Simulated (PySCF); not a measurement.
Cl2Sn, SMILES `Cl[Sn]Cl`.

Level of theory: CAM-B3LYP/def2-SVPD (PySCF), at a geometry from GFN2-xTB. Core potentials replace the inner electrons of Sn; spin–orbit coupling isn't included. No frequency check shows the geometry to be a minimum. GFN2-xTB bond lengths at metals and heavier atoms can be off by up to 0.1 Å and shapes distorted, which carries into these values.

Coordinates in Å:

```
Cl1      1.8145    0.9146    0.0000
Sn2      0.0000   -0.6219    0.0000
Cl3     -1.8146    0.9145    0.0000
```

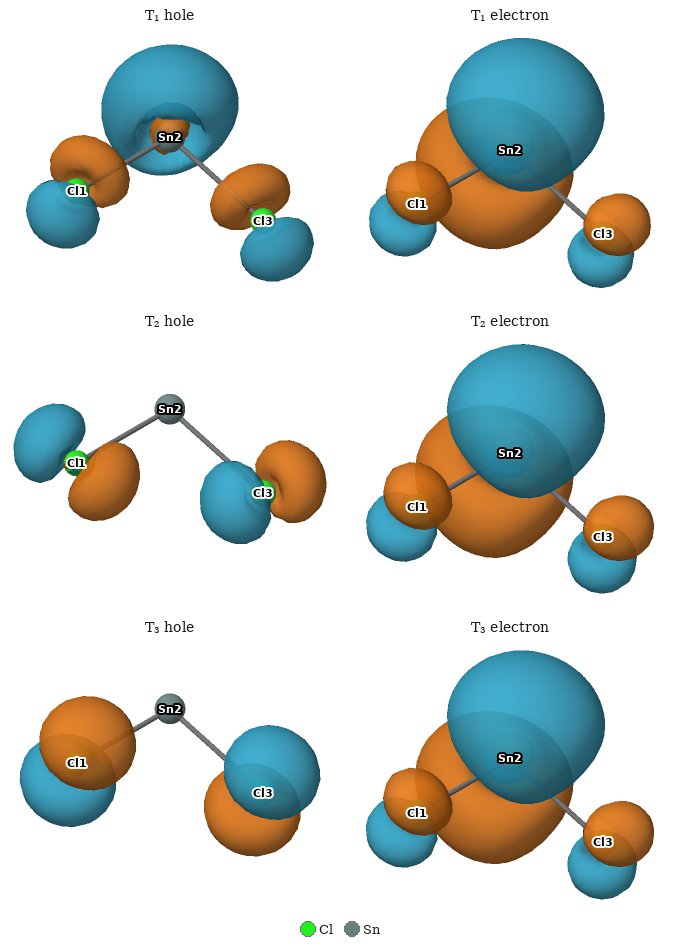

Leading natural transition orbitals (TDA triplet states).

### Describe these excited states.

By state:
- T₁: 2.87 eV (432 nm), spin-forbidden from the singlet ground state; the leading pair carries 100 %; hole on Sn2 (58 %) and Cl1 and Cl3 (21 % each), electron on Sn2 (84 %) and Cl1 and Cl3 (8 % each); their centroids lie 0.2 Å apart.
- T₂: 4.40 eV (282 nm), spin-forbidden from the singlet ground state; the leading pair carries 99 %; hole on Cl1 and Cl3 (48 % each), electron on Sn2 (81 %) and Cl1 and Cl3 (10 % each); their centroids lie 1.3 Å apart.
- T₃: 4.53 eV (274 nm), spin-forbidden from the singlet ground state; the leading pair carries 99 %; hole on Cl1 and Cl3 (47 % each) and Sn2 (6 %), electron on Sn2 (81 %) and Cl1 and Cl3 (10 % each); their centroids lie 1.3 Å apart.
